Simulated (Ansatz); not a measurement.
GaNH3Cl: several calculations on one system

## 1. Relaxation

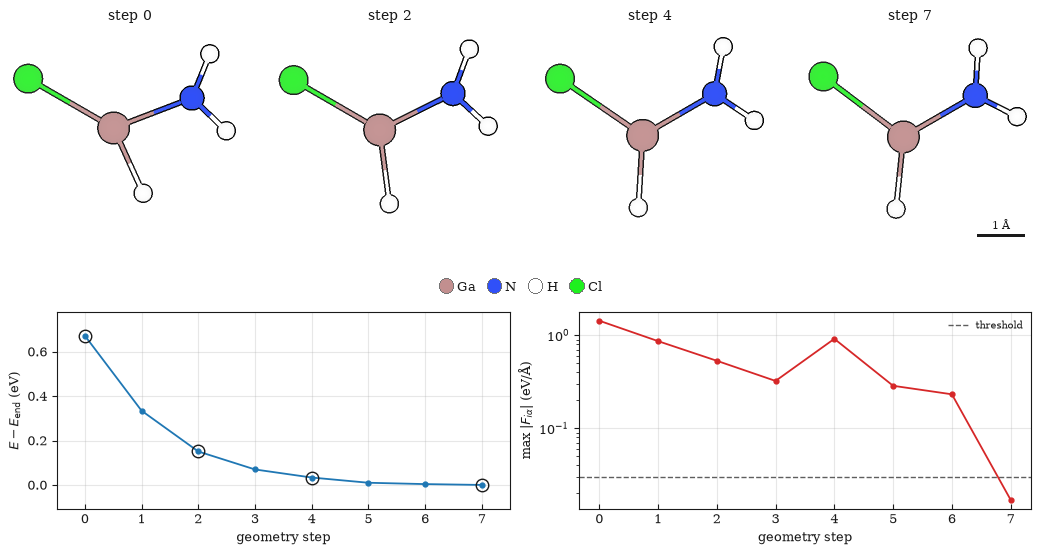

Frames of a relaxation of GaNH3Cl, marked on the history of the run. A ball-and-stick model, seen at a tilt.

The run prepares an end point of a later path (reaction) calculation, from a guessed geometry.

Level of theory: RKS PBE/def2-SVP in Ansatz. (no spin polarisation; force threshold 0.03 eV/Å; at most 50 steps)

**What happens along the run?**

The largest move after the best rigid fit is that of an H atom, 0.70 Å. By element the largest moves are H 0.70 Å, Cl 0.35 Å, Ga 0.30 Å, N 0.13 Å. Some distances before and after: Ga–N 1.874 → 1.813 Å, Cl–Ga 2.140 → 2.172 Å, Ga–H 1.549 → 1.558 Å. Bond angles that change, for instance: N–Ga–H 84.8° → 125.8°, H–Ga–Cl 144.6° → 120.3°, N–Ga–Cl 129.8° → 113.9°. After 7 geometry steps the energy has fallen by 0.672 eV. Largest force component: 1.4 eV/Å at the start, 0.017 eV/Å at the end. The run took 20 s on 1 thread of Arm Neoverse V1, with other jobs on the host, peak memory 0.14 GiB. From step 0 to 2: an H atom moves most (0.39 Å), energy −0.521 eV. From step 2 to 4: an H atom moves most (0.26 Å), energy −0.117 eV. From step 4 to 7: an H atom moves most (0.11 Å), energy −0.033 eV.

| step | E − E(0), eV | largest force component, eV/Å |
| --- | --- | --- |
| 0 | 0.0000 | 1.4364 |
| 1 | -0.3377 | 0.8667 |
| 2 | -0.5213 | 0.5329 |
| 3 | -0.6023 | 0.3234 |
| 4 | -0.6386 | 0.9175 |
| 5 | -0.6621 | 0.2868 |
| 6 | -0.6681 | 0.2323 |
| 7 | -0.6720 | 0.0170 |

## 2. Relaxation

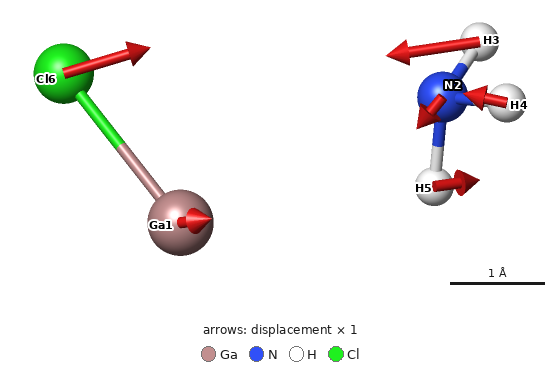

A relaxation of GaNH$_{3}$Cl. The starting structure is drawn; red arrows show the displacements, at their true length. The two geometries are superimposed by the best rigid fit.

The picture is a ball-and-stick view, seen at a tilt.

The run prepares an end point of a later path (reaction) calculation, from a guessed geometry.

Method: RKS PBE/def2-SVP (Ansatz 0.2.0).

The input:
```yaml
crystal:
  periodic: [false, false, false]
  atoms:
    - { symbol: Ga, position_ang: [-0.000846, -0.559643, -1.129815] }
    - { symbol: "N", position_ang: [1.305314, -0.002791, 1.645095] }
    - { symbol: H, position_ang: [1.063775, 0.750811, 2.299206] }
    - { symbol: H, position_ang: [2.048232, -0.569605, 2.070336] }
    - { symbol: H, position_ang: [1.719649, 0.453457, 0.80406] }
    - { symbol: Cl, position_ang: [-2.152923, -0.072229, -0.701182] }
basis:
  gaussian: { orbitals: def2-SVP }
hamiltonian:
  xc: pbe
relax:
  f_tol: 0.03
  max_steps: 50
```

Command:
```bash
ansatz run input.yaml --threads 1 --pin off --max-ram 2048MiB --backend cpu --events-out ev --progress --plain --runs-dir out
```

What did the optimiser do to the structure, and how much energy did it gain?

The atom that moves furthest after the best rigid fit is H3 (1.02 Å). Largest moves by element: H 1.02 Å, Cl 0.98 Å, N 0.46 Å, Ga 0.44 Å. Among the contacts that change: Ga1–N2 3.117 → 2.419 Å, Ga1–Cl6 2.248 → 2.316 Å, N2–H5 1.043 → 1.029 Å, N2–H3 1.027 → 1.033 Å. Over 10 geometry steps the energy falls by 9.89 kcal/mol. The largest force component goes from 0.88 to 0.013 eV/Å.

Limits of the set-up: the start holds two separate molecules, 2.8 Å apart at their closest, whose relative position is a soft coordinate and is computed without a dispersion correction.

## 3. Path

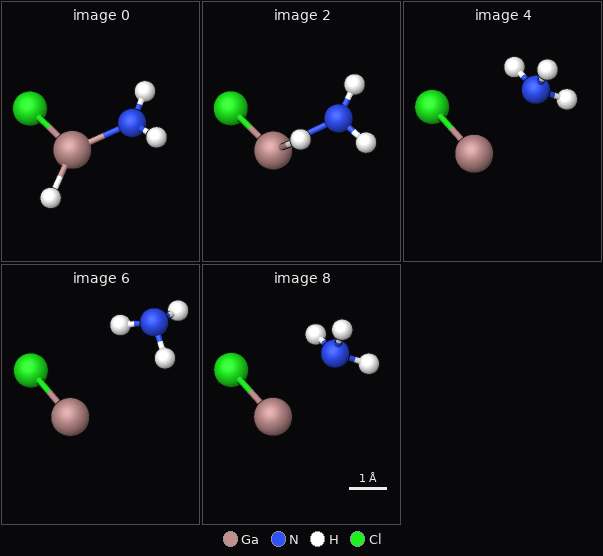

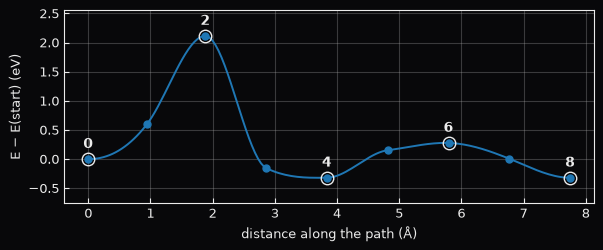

A search for the minimum-energy path of GaNH3Cl by the nudged elastic band. Images are numbered from 0 (start) to 8 (end). Style: ball-and-stick. Shown from a free direction.

These are results of Ansatz, RKS PBE/def2-SVP, not measurements. Settings: 7 movable images; climbing image; force threshold 0.03 eV/Å; iteration limit 60; starting path through a guess of the saddle point.

What happens along the path, and what is the barrier?

The path has more than one stage, and so few images may leave a stage unresolved. Breaking: Ga–H (1.56 → 3.05 Å), Ga–N (1.81 → 2.42 Å). Forming: H–N (3.00 → 1.03 Å). The highest point, image 2, lies 2.12 eV above the start and 2.44 eV above the end; the end is at −0.32 eV relative to the start. The profile has 2 maxima (images 2, 6) with a dip at image 4 (−0.32 eV), so the process runs in steps. The band converged in 24 iterations. The largest component of the band force went from 5.3 to 0.006 eV/Å. The climbing image converged on the top of the path. Its vibrational analysis gives one imaginary mode (1164i cm⁻¹), as a transition state must have.

Cost: 5.8 min on 1 thread of Arm Neoverse V1, with other jobs on the host, peak memory 0.15 GiB.
